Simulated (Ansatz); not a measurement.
Ca (fcc, Cu type)

```
Ca
1.0
    0.00000     5.56846     5.56846
    2.78423     0.00000     2.78423
    2.78423     2.78423     0.00000
Ca
2
Direct
  0.00000   0.00000   0.00000
  0.50000   0.00000   0.00000
```

The atoms are displaced by Q × the pattern below (from a DFPT mode at L = (0.5, 0.0, 0.0), largest move 1; Q in Å), at fixed cell. It is one choice among 2 degenerate patterns. (q is in reciprocal vectors of the primitive cell; the cell shown is doubled to hold the pattern.)

```json
[
 {"atom": "Ca1", "x": "-0.285", "y": "0.520", "z": "-0.805"},
 {"atom": "Ca2", "x": "0.285", "y": "-0.520", "z": "0.805"}
]
```

These are r2SCAN (plane waves to 500 eV, PAW, scalar-relativistic; Ansatz, a program for electronic structure) values and carry that method's errors. k mesh 7×14×14 (Γ-centred), Fermi-Dirac smearing 0.05 eV. The energy includes the smearing's −TS. With partly filled bands, energies and forces of such displacements shift with the k mesh and the smearing. Ca was relaxed with its symmetry unable to fall. ΔE is measured from the undisplaced structure.

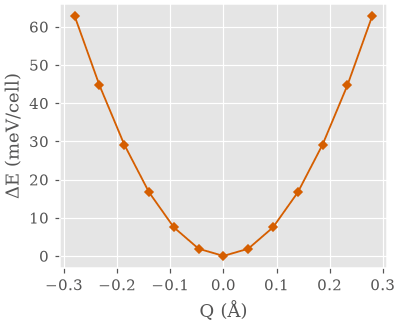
Fig. 1. ΔE (meV/cell) against Q (Å); computed points joined by lines.

Question: What is the energy change at Q = 0.280 Å?

Answer: About 63 meV/cell.

Question: What harmonic wavenumber does the curvature at Q = 0 give?

Answer: About 77 cm⁻¹.

(A displaced cell: forces are minus the slopes of the energy, force constants its curvatures, and phonons follow from these.)
